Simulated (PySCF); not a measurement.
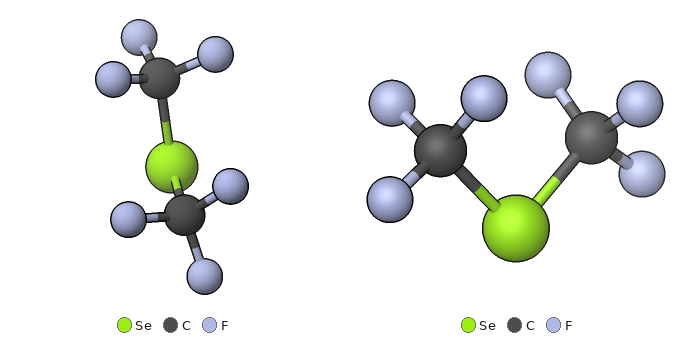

Both panels show the same species.

What does the picture show?

It has 9 atoms: 2 carbon, 6 fluorine and 1 selenium (C2F6Se). SMILES: `FC(F)(F)[Se]C(F)(F)F`. It has no ring. Among its groups: C–F bond. The point group is C2. Coordination: 1 Se bent; 2 C tetrahedral.

More results for the same structure follow; atom numbers are the same in all pictures, views and colours differ. The geometry was computed by an optimisation with PBE0-D3(BJ)/def2-SVP. No frequency run is at hand to confirm it as a minimum.

### Shape

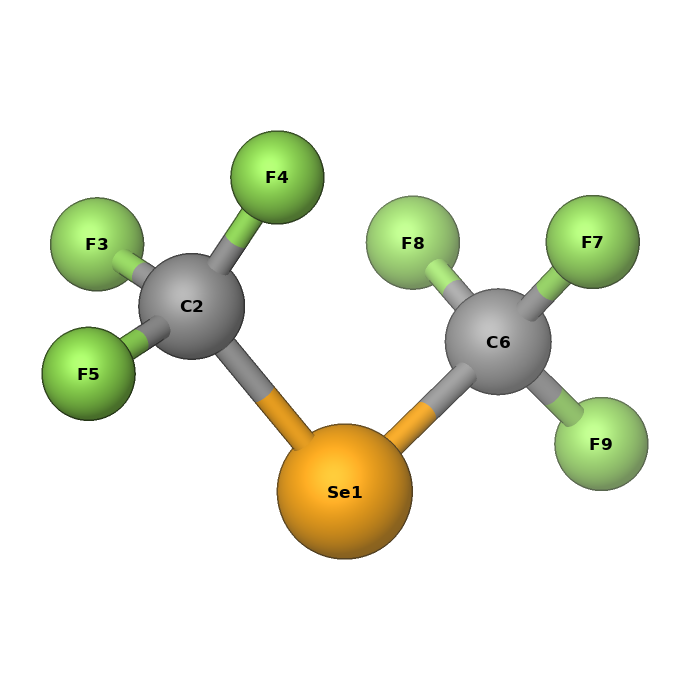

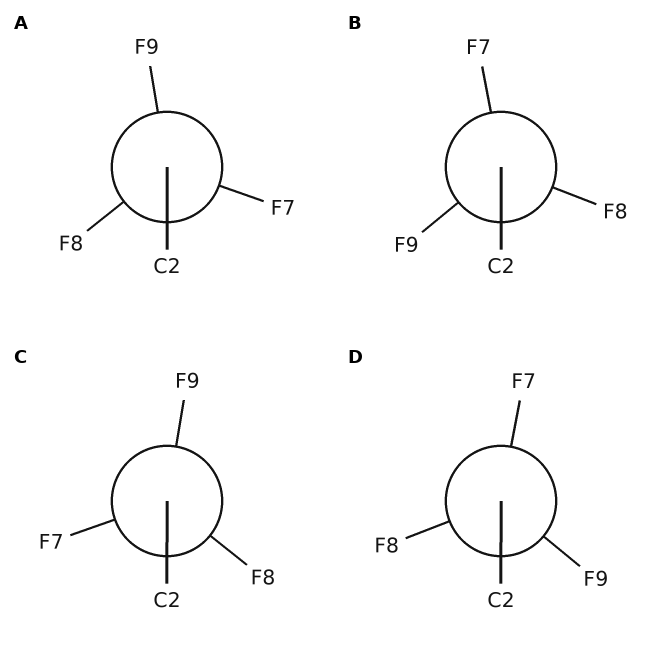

Atoms fade into the background with distance from the viewer. Bonds that would overlap in a projection are set slightly apart. No frequency run is at hand to confirm it as a minimum.

Question: Which Newman projection shows the view along Se1–C6, with Se1 in front?

Answer: C. The torsion angle C2–Se1–C6–F7 is 71°, synclinal (gauche).

### Polarisability

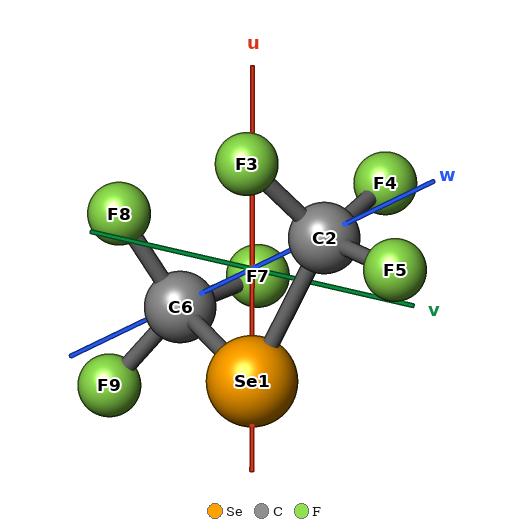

The lines u, v and w are the principal axes of the static dipole polarisability. No frequency run is at hand to confirm it as a minimum. Level of theory: B3LYP/def2-SVPD (PySCF 2.14.0).

Question: Along which axis is the molecule most polarisable, and along which least?

Answer: Most along w (close to the long direction F5···F9), least along v.

Question: Give the three principal values.

Answer: u 57.6, v 50.5, w 66.8 bohr³; mean 58.3, anisotropy 14.2 bohr³.

### Core levels

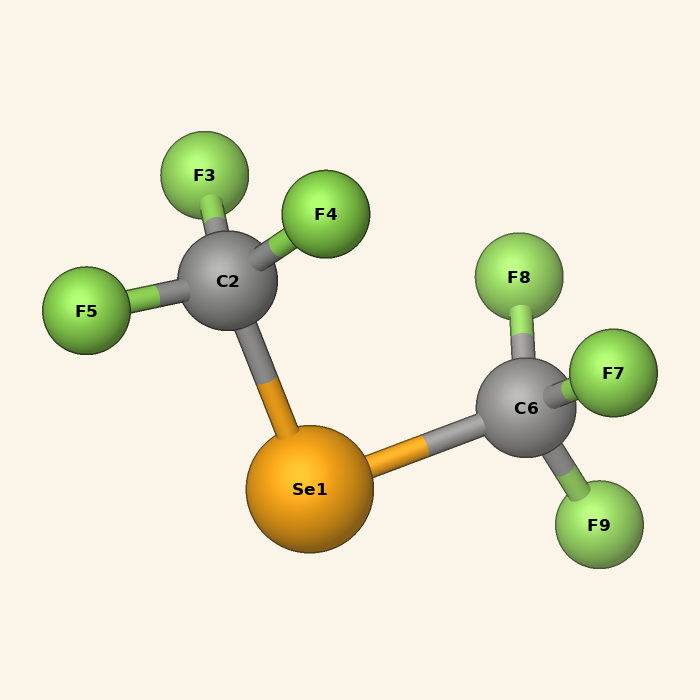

No frequency run is at hand to confirm it as a minimum. Properties computed with delta-SCF UKS SCAN, pcX-2 on the ionised atom (unc-x2c-TZVPall on a metal), pcseg-1 elsewhere, spin-free X2C (PySCF 2.14.0).

Give the core-electron binding energies (to vacuum) of C2 1s, F3 1s.

```tsv
atom	level	binding energy (eV)
C2	1s	299.0
F3	1s	694.6
```

### Spin–spin coupling

No frequency run is at hand to confirm it as a minimum. Method: B3LYP/pcJ-1 (pcSseg-1 on Se) indirect spin-spin coupling, non-relativistic, gas phase (PySCF 2.14.0). Isotopes: 13C, 19F.

Give the spin–spin coupling constants of these pairs, with the number of bonds between them: C2/F4, C2/F3, C2/F5, C6/F8, F3/F4, F4/F5, F7/F8, F7/F9, C2/F9, C2/F7, F5/C6.

```json
{"pair": "C2, F4", "bonds apart": "1", "J (Hz)": "−416.7"}
{"pair": "C2, F3", "bonds apart": "1", "J (Hz)": "−415.8"}
{"pair": "C2, F5", "bonds apart": "1", "J (Hz)": "−394.2"}
{"pair": "C6, F8", "bonds apart": "1", "J (Hz)": "−416.7"}
{"pair": "F3, F4", "bonds apart": "2", "J (Hz)": "−20.4"}
{"pair": "F4, F5", "bonds apart": "2", "J (Hz)": "38.1"}
{"pair": "F7, F8", "bonds apart": "2", "J (Hz)": "−20.7"}
{"pair": "F7, F9", "bonds apart": "2", "J (Hz)": "24.7"}
{"pair": "C2, F9", "bonds apart": "3", "J (Hz)": "13.3"}
{"pair": "C2, F7", "bonds apart": "3", "J (Hz)": "−1.0"}
{"pair": "F5, C6", "bonds apart": "3", "J (Hz)": "13.2"}
```

Density functionals are unreliable for couplings to fluorine, so those rows may be far off.
